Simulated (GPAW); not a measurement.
**Calculation of the molecule and its ions, with input and output: CH3FOSi (part 1 of 3)**

- system: CH3FOSi, SMILES F[SiH]1CO1
- method: PBE/dzp, scalar-relativistic datasets (GPAW 26.7.0)

The geometry comes from this level: GFN2-xTB.

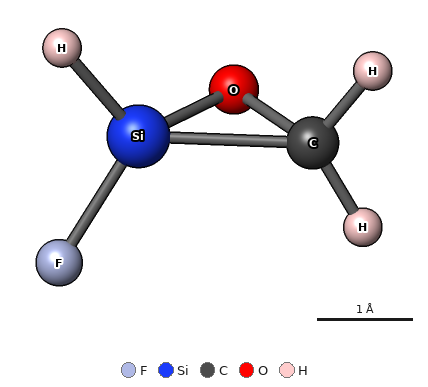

**Figure 1.** The input geometry (ball-and-stick view, seen at a tilt). Bond lengths as drawn: C–H 1.08 Å, C–O 1.49 Å, C–Si 1.84 Å, F–Si 1.60 Å, H–Si 1.43 Å and O–Si 1.63 Å.

### Input (CH3FOSi.py)
```python
from ase.io import read
from gpaw import GPAW

# Set up the molecule
atoms = read("CH3FOSi.xyz")
atoms.center(vacuum=4.5)

energies = {}
for name, charge, unpaired in [("neutral", 0, 0), ("oxidised", 1, 1)]:
    atoms.set_initial_magnetic_moments([unpaired / len(atoms)] * len(atoms))
    calculator = GPAW(mode="lcao",
                      basis="dzp",
                      maxiter=100,
                      h=0.22,
                      xc="PBE",
                      occupations={"name": "fermi-dirac", "width": 0.0, "fixmagmom": unpaired > 0},
                      symmetry="off",
                      charge=charge,
                      txt="-")
    atoms.calc = calculator
    energies[name] = atoms.get_potential_energy()
    print(f'{name:10} {energies[name]:12.5f} eV')

ip = energies["oxidised"] - energies["neutral"]
print(f"Vertical IP: {ip:.3f} eV")
```

### File CH3FOSi.xyz
```
7

F     -2.117370    -0.038810     0.319850
Si    -0.728360     0.135000    -0.458070
C      0.836210     0.037200     0.498120
O      0.318140    -1.103770    -0.308130
H     -0.940880     0.780190    -1.715220
H      1.780290     0.391140     0.111190
H      0.851970    -0.200940     1.552270
```

Launch command:
```bash
python CH3FOSi.py
```

### What the program printed
```
__  _  _
 | _ |_)|_||  |
 |__||  | ||/\| - 26.7.0

units:  Angstrom and eV
cores:  1
OpenMP: False

Versions:
  Python: 3.12.14
  ASE:    3.29.0
  Numpy:  2.5.5
  Scipy:  1.18.1
  Libxc:  7.0.0

        _gpaw.cpython-312-x86_64-linux-gnu.so

Input parameters:
  mode=LCAO(),
  basis={'default': 'dzp'},
  charge=0.0,
  h=0.22,
  maxiter=100,
  occupations=Occupations(name='fermi-dirac', width=0.0, fixmagmom=False),
  symmetry=Symmetry(point_group=False, time_reversal=False),
  xc=XC(name='PBE')
        .-------------------------------.
       /|                               |
      / |                               |
     /  |                               |
    /   |                               |
   /    |                               |
  /     |                               |
 *      |                               |
 |      |                               |
 |      |              H                |
 |      |       F      C  H             |
 |      |          Si                   |
 |      |          H O                  |
 |      |                               |
 |      |                               |
 |      .-------------------------------.
 |     /                               /
 |    /                               /
 |   /                               /
 |  /                               /
 | /                               /
 |/                               /
 *-------------------------------*

Atoms  # Å, Bohr magnetons
|   | symbol |        x |        y |        z |    initial magnetic moments |
|---|--------|----------|----------|----------|-----------------------------|
| 0 |      F | 4.500000 | 5.564960 | 6.535070 | ( 0.0000,  0.0000,  0.0000) |
| 1 |     Si | 5.889010 | 5.738770 | 5.757150 | ( 0.0000,  0.0000,  0.0000) |
| 2 |      C | 7.453580 | 5.640970 | 6.713340 | ( 0.0000,  0.0000,  0.0000) |
| 3 |      O | 6.935510 | 4.500000 | 5.907090 | ( 0.0000,  0.0000,  0.0000) |
| 4 |      H | 5.676490 | 6.383960 | 4.500000 | ( 0.0000,  0.0000,  0.0000) |
| 5 |      H | 8.397660 | 5.994910 | 6.326410 | ( 0.0000,  0.0000,  0.0000) |
| 6 |      H | 7.469340 | 5.402830 | 7.767490 | ( 0.0000,  0.0000,  0.0000) |

Unit cell  # Å
| periodic |         x |         y |         z |   lengths |    angles |
|----------|-----------|-----------|-----------|-----------|-----------|
|       no | 12.897660 |  0.000000 |  0.000000 | 12.897660 | 90.000000 |
|       no |  0.000000 | 10.883960 |  0.000000 | 10.883960 | 90.000000 |
|       no |  0.000000 |  0.000000 | 12.267490 | 12.267490 | 90.000000 |

Number of symmetries: 1
Symmetry operations  # r_c * U_cc + t_c -> r_c
|   | kind |            matrix            |
|---|------|------------------------------|
| 0 |  E   |  1, 0, 0,  0, 1, 0,  0, 0, 1 |

BZ-sampling:
  Number of BZ points: 1
  Number of IBZ points: 1

  Monkhorst-Pack size: [1, 1, 1]
  Monkhorst-Pack shift: [0, 0, 0]

K-points  # in reciprocal-cell coordinates
|   |                                coordinates |     weight |
|---|--------------------------------------------|------------|
| 0 | (  0.00000000,   0.00000000,   0.00000000) | 1.00000000 |

basis functions: 67
Spin-components: 1 (collinear spins)
Bands:           19
Projectors:      29
Spin-degeneracy: 2
Datatype:        <class 'float'>

  Storage: CPU
  Wave functions: 10_184 bytes (10_184 per core)

Parallelization:
  kpt:    1
  domain: 1
  band:   1

Density:
  Valence electrons: 24.0
  Components: 1
  Grid points: [60 48 56]
  Charge: 0.0  # |e|

Potential:
  Grid points: [60 48 56]

species:
  F:
    name:    Fluorine
    Z:       9.0
    valence: 7
    core:    2
    charge:  0.0  # [|e|]
    file:    F.PBE.gz
    compensation charges:
      type: gauss
      rc: 0.20  # [Å]
      lmax: 2
    cutoffs:
      filter: 1.14  # [Å]
      core: 0.74  # [Å]
    projectors
    | kind |    occ | energy [eV] | rcut [Å] |
    |------|--------|-------------|----------|
    |   2s |  2.000 |     -29.898 |    0.635 |
    |   2p |  5.000 |     -11.110 |    0.635 |
    |    s |        |      -2.687 |    0.635 |
    |    p |        |      16.102 |    0.635 |
    |    d |        |       0.000 |    0.635 |

    LCAO basis set for F:
      Name: dzp
      File: F.dzp.basis.gz
      Number of radial functions: 5
      Number of spherical harmonics: 13
        l=0, rc=3.8594 Bohr: 2s-sz confined orbital
        l=1, rc=4.8750 Bohr: 2p-sz confined orbital
        l=0, rc=2.0156 Bohr: 2s-dz split-valence wave
        l=1, rc=2.6094 Bohr: 2p-dz split-valence wave
        l=2, rc=4.8750 Bohr: d-type Gaussian polarization
      Number of RI-basis functions 0

  Si:
    name:    Silicon
    Z:       14.0
    valence: 4
    core:    10
    charge:  0.0  # [|e|]
    file:    Si.PBE.gz
    compensation charges:
      type: gauss
      rc: 0.33  # [Å]
      lmax: 2
    cutoffs:
      filter: 1.86  # [Å]
      core: 2.06  # [Å]
    projectors
    | kind |    occ | energy [eV] | rcut [Å] |
    |------|--------|-------------|----------|
    |   3s |  2.000 |     -10.812 |    1.058 |
    |   3p |  2.000 |      -4.081 |    1.058 |
    |    s |        |      16.399 |    1.058 |
    |    p |        |      23.130 |    1.058 |
    |    d |        |       0.000 |    1.058 |

    LCAO basis set for Si:
      Name: dzp
      File: Si.dzp.basis.gz
      Number of radial functions: 5
      Number of spherical harmonics: 13
        l=0, rc=6.8594 Bohr: 3s-sz confined orbital
        l=1, rc=9.0625 Bohr: 3p-sz confined orbital
        l=0, rc=3.8906 Bohr: 3s-dz split-valence wave
        l=1, rc=5.2344 Bohr: 3p-dz split-valence wave
        l=2, rc=9.0625 Bohr: d-type Gaussian polarization
      Number of RI-basis functions 0

  C:
    name:    Carbon
    Z:       6.0
    valence: 4
    core:    2
    charge:  0.0  # [|e|]
    file:    C.PBE.gz
    compensation charges:
      type: gauss
      rc: 0.20  # [Å]
      lmax: 2
    cutoffs:
      filter: 1.14  # [Å]
      core: 1.14  # [Å]
    projectors
    | kind |    occ | energy [eV] | rcut [Å] |
    |------|--------|-------------|----------|
    |   2s |  2.000 |     -13.751 |    0.635 |
    |   2p |  2.000 |      -5.284 |    0.635 |
    |    s |        |      13.461 |    0.635 |
    |    p |        |      21.927 |    0.635 |
    |    d |        |       0.000 |    0.635 |

    LCAO basis set for C:
      Name: dzp
      File: C.dzp.basis.gz
      Number of radial functions: 5
      Number of spherical harmonics: 13
        l=0, rc=5.5469 Bohr: 2s-sz confined orbital
        l=1, rc=6.6719 Bohr: 2p-sz confined orbital
        l=0, rc=3.0312 Bohr: 2s-dz split-valence wave
        l=1, rc=3.7500 Bohr: 2p-dz split-valence wave
        l=2, rc=6.6719 Bohr: d-type Gaussian polarization
      Number of RI-basis functions 0

  O:
    name:    Oxygen
    Z:       8.0
    valence: 6
    core:    2
    charge:  0.0  # [|e|]
    file:    O.PBE.gz
    compensation charges:
      type: gauss
      rc: 0.21  # [Å]
      lmax: 2
    cutoffs:
      filter: 1.17  # [Å]
      core: 0.83  # [Å]
    projectors
    | kind |    occ | energy [eV] | rcut [Å] |
    |------|--------|-------------|----------|
    |   2s |  2.000 |     -23.961 |    0.688 |
    |   2p |  4.000 |      -9.029 |    0.598 |
    |    s |        |       3.251 |    0.688 |
    |    p |        |      18.182 |    0.598 |
    |    d |        |       0.000 |    0.619 |

    LCAO basis set for O:
      Name: dzp
      File: O.dzp.basis.gz
      Number of radial functions: 5
      Number of spherical harmonics: 13
        l=0, rc=4.3438 Bohr: 2s-sz confined orbital
        l=1, rc=5.3906 Bohr: 2p-sz confined orbital
        l=0, rc=2.2969 Bohr: 2s-dz split-valence wave
        l=1, rc=2.8906 Bohr: 2p-dz split-valence wave
        l=2, rc=5.3906 Bohr: d-type Gaussian polarization
      Number of RI-basis functions 0

  H:
    name:    Hydrogen
    Z:       1.0
    valence: 1
    core:    0
    charge:  0.0  # [|e|]
    file:    H.PBE.gz
    compensation charges:
      type: gauss
      rc: 0.15  # [Å]
      lmax: 2
    cutoffs:
      filter: 0.85  # [Å]
      core: 0.53  # [Å]
    projectors
    | kind |    occ | energy [eV] | rcut [Å] |
    |------|--------|-------------|----------|
    |   1s |  1.000 |      -6.494 |    0.476 |
    |    s |        |      20.717 |    0.476 |
    |    p |        |       0.000 |    0.476 |

    LCAO basis set for H:
      Name: dzp
      File: H.dzp.basis.gz
      Number of radial functions: 3
      Number of spherical harmonics: 5
        l=0, rc=6.4219 Bohr: 1s-sz confined orbital
        l=0, rc=3.6094 Bohr: 1s-dz split-valence wave
        l=1, rc=6.4219 Bohr: p-type Gaussian polarization
      Number of RI-basis functions 0

Reference energy: -13706.375939  # eV

eigensolver:
  <gpaw.new.lcao.eigensolver.LCAOEigensolver object at 0x70a4a4ce8ef0>
density mixing:
  MSR1-Mixer
  Pratt-step length: 0.05
  Maximum mixing coefficient: 0.75
  Old densities: 10
  SVD Regularization: 0.005
  Good broyden scale: 1.0
  Trust region scale: 1.0
  Backstep threshold: 4.0
  History deletion threshold: 6.0
  Fourier metric: weight=20.0, sigma=0.015

occupation numbers:
  # Zero width

FastPoissonSolver using
    Stencil: 6*3+1=19 point O(h^6) finite-difference Laplacian
    FFT axes: []
    FST axes: [np.int64(1), np.int64(2), np.int64(0)]

xc functional:
  name: PBE with 2 nearest neighbor stencil
interpolation: tri-quintic # 5. degree polynomial

        .-------------------------------.
       /|                               |
      / |                               |
     /  |                               |
    /   |                               |
   /    |                               |
  /     |                               |
 *      |                               |
 |      |                               |
 |      |              H                |
 |      |       F      C  H             |
 |      |          Si                   |
 |      |          H O                  |
 |      |                               |
 |      |                               |
 |      .-------------------------------.
 |     /                               /
 |    /                               /
 |   /                               /
 |  /                               /
 | /                               /
 |/                               /
 *-------------------------------*

Atoms  # Å, Bohr magnetons
|   | symbol |        x |        y |        z |    initial magnetic moments |
|---|--------|----------|----------|----------|-----------------------------|
| 0 |      F | 4.500000 | 5.564960 | 6.535070 | ( 0.0000,  0.0000,  0.0000) |
| 1 |     Si | 5.889010 | 5.738770 | 5.757150 | ( 0.0000,  0.0000,  0.0000) |
| 2 |      C | 7.453580 | 5.640970 | 6.713340 | ( 0.0000,  0.0000,  0.0000) |
| 3 |      O | 6.935510 | 4.500000 | 5.907090 | ( 0.0000,  0.0000,  0.0000) |
| 4 |      H | 5.676490 | 6.383960 | 4.500000 | ( 0.0000,  0.0000,  0.0000) |
| 5 |      H | 8.397660 | 5.994910 | 6.326410 | ( 0.0000,  0.0000,  0.0000) |
| 6 |      H | 7.469340 | 5.402830 | 7.767490 | ( 0.0000,  0.0000,  0.0000) |

Unit cell  # Å
| periodic |         x |         y |         z |   lengths |    angles |
|----------|-----------|-----------|-----------|-----------|-----------|
|       no | 12.897660 |  0.000000 |  0.000000 | 12.897660 | 90.000000 |
|       no |  0.000000 | 10.883960 |  0.000000 | 10.883960 | 90.000000 |
|       no |  0.000000 |  0.000000 | 12.267490 | 12.267490 | 90.000000 |

Number of symmetries: 1
Symmetry operations  # r_c * U_cc + t_c -> r_c
|   | kind |            matrix            |
|---|------|------------------------------|
| 0 |  E   |  1, 0, 0,  0, 1, 0,  0, 0, 1 |

BZ-sampling:
  Number of BZ points: 1
  Number of IBZ points: 1

  Monkhorst-Pack size: [1, 1, 1]
  Monkhorst-Pack shift: [0, 0, 0]

K-points  # in reciprocal-cell coordinates
|   |                                coordinates |     weight |
|---|--------------------------------------------|------------|
| 0 | (  0.00000000,   0.00000000,   0.00000000) | 1.00000000 |

basis functions: 67
Spin-components: 1 (collinear spins)
Bands:           19
Projectors:      29
Spin-degeneracy: 2
Datatype:        <class 'float'>

  Storage: CPU
  Wave functions: 10_184 bytes (10_184 per core)

Parallelization:
  kpt:    1
  domain: 1
  band:   1

Density:
  Valence electrons: 24.0
  Components: 1
  Grid points: [60 48 56]
  Charge: 0.0  # |e|

Potential:
  Grid points: [60 48 56]
```
